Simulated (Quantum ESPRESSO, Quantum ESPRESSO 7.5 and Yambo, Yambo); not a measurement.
**SiO2 (Quartz): G0W0 on several meshes in Yambo**

How does the mesh move the gap of SiO2 (Quartz)?

Method: LDA and many-body steps on it, plane waves, in Quantum ESPRESSO 7.5 and Yambo 5.3.0.

**1. Set-up**

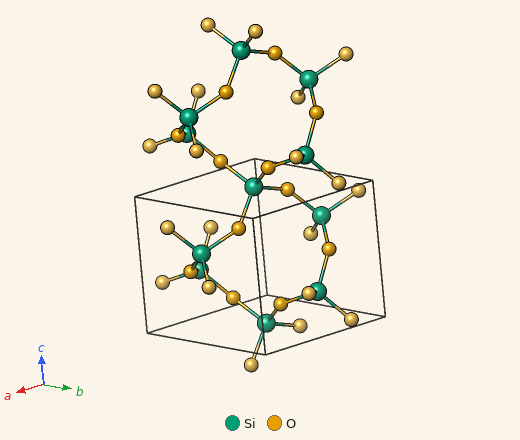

The starting structure, seen from a free direction (silicon teal, oxygen orange). 1×1×2 cells are drawn. Some periodic images of atoms are drawn too.

The cell and positions come from the Crystallography Open Database and are kept as given unless a step says otherwise.

**2. Empty states on the mesh, 3×3×1 mesh, 143 bands**

This step: Quantum ESPRESSO 7.5; DFT, LDA, plane waves, norm-conserving pseudopotentials.

The sums over transitions need many empty states on a uniform mesh; this step solves for them.

pw.in

```
&control
  calculation = 'nscf'
  prefix = 'x'
  outdir = 'o'
  pseudo_dir = 'pseudo'
/
&system
  ibrav = 0
  nat = 9
  ntyp = 2
  ecutwfc = 72.0
  nbnd = 143
  force_symmorphic = .true.
/
&electrons
  conv_thr = 1e-9
  electron_maxstep = 80
  diago_full_acc = .true.
  diago_thr_init = 5e-6
/
ATOMIC_SPECIES
  Si 28.085 Si.upf
  O 15.999 O.upf
CELL_PARAMETERS angstrom
  4.9158000000 0.0000000000 0.0000000000
  -2.4579000000 4.2572076799 0.0000000000
  0.0000000000 0.0000000000 5.4091000000
ATOMIC_POSITIONS crystal
  Si 0.5303000000 0.0000000000 0.3333333333
  Si 0.0000000000 0.5303000000 0.6666666667
  Si 0.4697000000 0.4697000000 0.0000000000
  O 0.1462000000 0.4142000000 0.8810000000
  O 0.5858000000 0.7320000000 0.2143333333
  O 0.2680000000 0.8538000000 0.5476666667
  O 0.4142000000 0.1462000000 0.1190000000
  O 0.7320000000 0.5858000000 0.7856666667
  O 0.8538000000 0.2680000000 0.4523333333
K_POINTS automatic
  3 3 1 0 0 0
```

Started as:

```bash
> OMP_NUM_THREADS=1 mpirun -n 8 pw.x -nk 4 -in pw.in > pw.out
```

Output:

```text
Program PWSCF v.7.5 starts

     This program is part of the open-source Quantum ESPRESSO suite
     for quantum simulation of materials; please cite
         "P. Giannozzi et al., J. Phys.:Condens. Matter 21 395502 (2009);
         "P. Giannozzi et al., J. Phys.:Condens. Matter 29 465901 (2017);
         "P. Giannozzi et al., J. Chem. Phys. 152 154105 (2020);
     in publications or presentations arising from this work. More details at

     Atomic positions and unit cell read from directory:
     o/x.save/

     Message from routine setup:
[...]
k = 0.3333 0.5774 0.0000 (  7866 PWs)   bands (ev):

[...]
32.9622  33.2075  33.2075  34.7448  34.7448  35.2454  35.5931  35.5931
     [... 6 further rows ...]
    52.8634  53.7519  53.7519  53.8105  53.9938  54.4458  54.4458  55.2642
    55.3417  55.3417  56.2024  56.2024  56.6981  57.7238  57.7238

          k =-0.3333 0.1925 0.0000 (  7882 PWs)   bands (ev):

     highest occupied, lowest unoccupied level (ev):     2.1720    7.9734

     XML data file, pseudopotentials, collected wavefunctions

=------------------------------------------------------------------------------=
   JOB DONE.
=------------------------------------------------------------------------------=
```

It took 7.4 s on 8 MPI ranks of Arm Neoverse V1, shared host; peak memory 0.82 GiB.

Numbers from this step:

| Item | Value |
| --- | --- |
| gap | 5.801 eV |
| k of the valence top | 0.3333, 0.3333, 0 |
| k of the conduction bottom | 0, 0, 0 |
| least direct gap | 6.126 eV |
| k points computed | 4 |
| lowest point of the top converged band, above the valence top | 55.5517 eV |

On this mesh the gap is 5.801 eV.

The density comes from a self-consistent run that is not shown.

**3. Conversion and set-up**

This step: Yambo 5.3.0; conversion and set-up on LDA, plane waves, norm-conserving pseudopotentials.

The states are converted to the many-body program's format and the q mesh is built.

Started as:

```bash
> (cd o/x.save; p2y > p2y.log; mv SAVE ../..); yambo > setup.log
```

Output:

```text
 Yambo, version 5.3.0

 [02] CORE Variables Setup
 =========================

  [02.01] Unit cells
  ==================

  Cell kind             :  HCP
  Atoms in the cell     :  Si  O
  number of Si atoms    :  3
  number of O  atoms    :   6

  List of atomic masses
  Mass of Si    :  28.08500
  Mass of O     :  15.99900

  List of atomic coordinates    : [cc]
  Si1       :  4.926230  0.000000  3.407239  order 1
  Si2       : -2.463115  4.266240  6.814478  order 2
  Si3       :  2.181643  3.778716  0.000000  order 3
  O1       : -0.565732  3.332221  9.005333  order 4
[...]
[03] Transferred momenta grid and indexing
 ==========================================

 IBZ Q-points                                      :   4
 BZ  Q-points                                      :   9

 K/Q-points units:
 rlu = crystal or reduced units; cc = cartesian coordinates; iku = interal k-units

 Q [1]          [rlu]:  0.000000  0.000000  0.000000
 Q [2]          [rlu]:  0.72872E-17  0.33333       0.0000
 Q [3]          [rlu]:  0.333333  0.333333  0.000000
 Q [4]          [rlu]: -0.333333  0.333333  0.000000

  [03.01] X indexes
  =================

   [03.01.01] Sigma indexes
   ========================

 [06] Game Over & Game summary
```

Run time: 2.1 s. Hardware: 1 MPI rank; peak memory 0.24 GiB.

**4. 3×3×1**

G0W0 replaces the xc potential by the self-energy, built once from these orbitals. Only a window of levels is corrected, while the sums run over the empty bands that the input names.

This step: G0W0 on LDA, plane waves, norm-conserving pseudopotentials.

gw13.in

```
HF_and_locXC
gw0
dyson
ppa
em1d
rim_cut
RandQpts= 1000000
RandGvec= 1 RL
EXXRLvcs= 72 Ry
VXCRLvcs= 288 Ry
Chimod= "HARTREE"
% BndsRnXp
 1 | 143 |
%
NGsBlkXp= 9 Ry
% LongDrXp
 1 | 1 | 1 |
%
% GbndRnge
 1 | 143 |
%
DysSolver= "n"
ExtendOut
PPAPntXp= 27.21138 eV
% QPkrange
 3 | 3 | 23 | 26 |
 1 | 1 | 23 | 26 |
%
```

Started as:

```bash
> OMP_NUM_THREADS=2 mpirun -n 4 yambo -F gw13.in -J gw13 -C gw13 > gw13.log
```

Output:

```text
 Yambo, version 5.3.0

 [02] CORE Variables Setup
 =========================

  [... cell, symmetries and grids as in the set-up ...]

  [02.05] Energies & Occupations
  ==============================

  [X] === General ===
  [X] Electronic Temperature                        :  0.000000  0.000000 [eV K]
  [X] Bosonic    Temperature                        :  0.000000  0.000000 [eV K]
  [X] Finite Temperature mode                       : no
  [X] El. density                                   :  0.42403E+24 [cm-3]
  [X] Fermi Level                                   :  2.172031 [eV]

  [X] === Gaps and Widths ===
  [X] Conduction Band Min                           :  5.801381 [eV]
  [X] Valence Band Max                              :  0.000000 [eV]
  [X] Filled Bands                                  :  24
  [X] Empty Bands                                   :   25  143
  [X] Direct Gap                                    :  6.125512 [eV]
  [X] Direct Gap localized at k                     :  1
  [X] Indirect Gap                                  :  5.801381 [eV]
  [X] Indirect Gap between kpts                     :  3  1
  [X] Last valence band width                       :  0.324131 [eV]
  [X] 1st conduction band width                     :  2.898266 [eV]

 [03] Transferred momenta grid and indexing
 ==========================================

 IBZ Q-points                                      :   4
 BZ  Q-points                                      :   9

 K/Q-points units:
 rlu = crystal or reduced units; cc = cartesian coordinates; iku = interal k-units

 Q [1]          [rlu]:  0.000000  0.000000  0.000000
 Q [2]          [rlu]:  0.72872E-17  0.33333       0.0000
 Q [3]          [rlu]:  0.333333  0.333333  0.000000
 Q [4]          [rlu]: -0.333333  0.333333  0.000000

 [04] Coloumb potential Random Integration (RIM)
 ===============================================

  [04.01] RIM initialization
  ==========================

  * Diagonal components only detected *

  8 x (sBL volume)        :  0.288633 [a.u.]
  sBZ random points       :  1000000
  Points outside the sBZ  :   7981908
  RL volume               :  0.324712 [a.u.]
  Integrated volume       :  0.325448 [a.u.]

  [04.02] RIM integrals
  =====================

  Gamma point sphere radius             :  0.119876 [a.u.]
  Points outside the sphere             :   799775
  [Int_sBZ(q=0) 1/q^2]*(Vol_sBZ)^(-1/3) =:  7.041501
                                 should be <:  7.795600

  Summary of Coulomb integrals for non-metallic bands |Q|[au] RIM/Bare

  Q [1] 0.100000E-4 0.903266 * Q [4] 0.260336 0.794398
  Q [2] 0.260336 0.794676 * Q [3] 0.450916 0.910252

 [05] Dipoles
 ============

  [05.01] Setup: observables and procedures
  =========================================

  [WARNING] [x,Vnl] slows the Dipoles computation. To neglect it rename the ns.kb_pp file

 [06] Dynamic Dielectric Matrix (PPA)
 ====================================

 [WR./gw13//ndb.pp]--------------------------------------------------------------
  Brillouin Zone Q/K grids (IBZ/BZ)                :   4   9   4   9
  RL vectors                                       :   9095 [WF]
  Coulomb cutoff potential                         : none
  Electronic Temperature                           :  0.000000 [K]
  Bosonic    Temperature                           :  0.000000 [K]
  PPA    diel. fun.  energies                      : Slater exchange(X)+Perdew & Wang(C)
  wavefunctions                                    : Slater exchange(X)+Perdew & Wang(C)
  Global Gauge                                     : length
  X matrix size                                    :   387
  X band range                                     :    1  143
  X e/h energy range                               : -1.000000 -1.000000 [eV]
  X Time ordering                                  : R
  X Hxc Kernel                                     : HARTREE
  X Drude frequency                                :  0.000000  0.000000
  X poles                                          :  100.0000 [o/o]
  RL vectors in the sum                            :   9095
  [r,Vnl] included                                 : yes
  Field direction                                  :  0.577350E-5  0.577350E-5  0.577350E-5
  BZ energy Double Grid                            : no
  BZ energy DbGd points                            : 0
  BZ Q point size factor                           : -1.000000
  X Optical Averaged directions                    : none

 [07] Local Exchange-Correlation + Non-Local Fock
 ================================================

 [VXC] Plane waves :   63145
 [EXS] Plane waves :   7959

 QP @ state[ 1 ] K range:  1  1
 QP @ state[ 1 ] b range:  23  26
 QP @ state[ 2 ] K range:  3  3
 QP @ state[ 2 ] b range:  23  26

 [xc] Functional : Slater exchange(X)+Perdew & Wang(C)
 [xc] LIBXC used to calculate xc functional
  PP Number of Atomic Species                      :  2
  NLCC RL compoments                               :   63145
  PP Number of Atomic Species                      :  2
  NLCC RL compoments                               :   63145

 [xc] E_xc :  -24.87960 [Ha]
      E_xc :  -49.75920 [Ry]

  Local XC kind (lXC) : Slater exchange(X)+Perdew & Wang(C)
  Non-Local XC kind (nlXC) : Hartree-Fock

  Corrections @ K [1] :  [eV]
 <23|nlXC|23> = -25.05193  0.31443E-17 <23|lXC|23> = -19.28126 -0.94408E-16
 <24|nlXC|24> = -25.05281  0.11958E-16 <24|lXC|24> = -19.28126 -0.37763E-15
 <25|nlXC|25> = -6.392941 -0.11086E-17 <25|lXC|25> = -11.31375 -0.18882E-15
 <26|nlXC|26> = -5.245810  0.64198E-18 <26|lXC|26> = -10.83939  0.18882E-15

  Corrections @ K [3] :  [eV]
 <23|nlXC|23> = -25.34307  0.45166E-17 <23|lXC|23> = -19.49688 -0.18882E-15
 <24|nlXC|24> = -25.58062 -0.10326E-16 <24|lXC|24> = -19.83829 -0.14161E-15
 <25|nlXC|25> = -7.010089  0.29271E-18 <25|lXC|25> = -12.57272  0.000000
 <26|nlXC|26> = -7.007617  0.25001E-17 <26|lXC|26> = -12.57272  0.11801E-16

 [08] Dyson equation: Newton solver
 ==================================

  [08.01] G0W0 (W PPA)
  ====================

  [  GW  ] Bands range     :    1  143
  [GW/PPA] G damping       :  0.100000 [eV]

  QP @ state[ 1 ] K range:  1  1
  QP @ state[ 1 ] b range:  23  26
  QP @ state[ 2 ] K range:  3  3
  QP @ state[ 2 ] b range:  23  26

   Sc/G bands                                       :    1  143
   Sc/G damping                                     :  0.100000 ev
   Sc bands terminator                              : no
   Sx RL components                                 :   7959

   QP @ state[ 1 ] K range                          :  1  1
   QP @ state[ 1 ] b range                          :  23  26
   QP @ state[ 2 ] K range                          :  3  3
   QP @ state[ 2 ] b range                          :  23  26
   GF energies kind                                 : Slater exchange(X)+Perdew & Wang(C)
   GF WF`s kind                                     : Slater exchange(X)+Perdew & Wang(C)
   Xs energies kind                                 : Slater exchange(X)+Perdew & Wang(C)
   Xs WF`s kind                                     : Slater exchange(X)+Perdew & Wang(C)

 [11] Game Over & Game summary
```

Elapsed: 25 s, on 4 MPI ranks; peak memory 1.5 GiB.

This step gave:

```
G0W0 gap on the points computed              : 8.698 eV
starting gap on the mesh                     : 5.801 eV
k of the valence top                         : 0.3333, 0.3333, 0
k of the conduction bottom                   : 0, 0, 0
least direct G0W0 gap on the computed points : 9.083 eV
Z at the valence top                         : 0.8180
Z at the conduction bottom                   : 0.8694
```

The gap on the mesh goes from 5.80 eV to 8.70 eV, a correction of +2.90 eV.

**5. Empty states on the mesh, 3×3×4 mesh, 143 bands**

This step: Quantum ESPRESSO 7.5; DFT, LDA, plane waves, norm-conserving pseudopotentials.

Changes to pw.in since step 2:

```diff
@@ -38,2 +38,2 @@
 K_POINTS automatic
-  3 3 1 0 0 0
+  3 3 4 0 0 0
```

Started as:

```bash
> OMP_NUM_THREADS=1 mpirun -n 8 pw.x -nk 4 -in pw.in > pw.out
```

Output:

```text
[banner, memory and clock lines left out]
Program PWSCF v.7.5 starts

     Atomic positions and unit cell read from directory:
     o/x.save/

     Message from routine setup:
     using ibrav=0 with symmetry is DISCOURAGED, use correct ibrav instead

     bravais-lattice index     =            0
     lattice parameter (alat)  =       9.2895  a.u.
     unit-cell volume          =     763.9073 (a.u.)^3
     number of atoms/cell      =            9
     number of atomic types    =            2
     number of electrons       =        48.00
[...]
[... 6 further rows ...]
[...]
56.2614  56.4265  56.9893  57.4971  57.7433  58.0404  58.1838

          k = 0.0000 0.0000-0.4544 (  7912 PWs)   bands (ev):

[...]
32.7597  33.0618  33.0618  34.1120  34.1120  34.2058  34.3340  35.0444
     [... 6 further rows ...]
    54.6219  54.6219  54.8469  55.2580  55.2580  55.6502  55.6909  55.9853
    56.7668  56.7668  57.6767  57.6767  57.9390  57.9390  57.9872

          k = 0.0000 0.3849 0.0000 (  7882 PWs)   bands (ev):

     [... further k-points ...]

     highest occupied, lowest unoccupied level (ev):     2.1720    7.9734

     XML data file, pseudopotentials, collected wavefunctions
```

The job ended after 30 s (8 MPI ranks; peak memory 0.82 GiB; 4 min of CPU time).

This step gave:

* gap: 5.801 eV
* k of the valence top: 0.3333, 0.3333, 0
* k of the conduction bottom: 0, 0, 0
* least direct gap: 6.126 eV
* k points computed: 14
* lowest point of the top converged band, above the valence top: 55.2529 eV

On this mesh the gap is 5.801 eV.

[end of part 1 of 2]

[Paths, hosts, dates, memory and timing lines, banners, echoed tables and standing remarks are left out of the program output.]

[Logs are printed without paths, hosts, clocks, repeated set-up lines and the standing remarks that a program may print on its own settings, such as how far it seeks lower states.]

[Runs of the session that timed out or met a known fault of the program may be left out.]

[Hosts, paths, dates, database ids (printed as entryN), source tags and the programs' standing remarks are cut or masked in the printed files.]
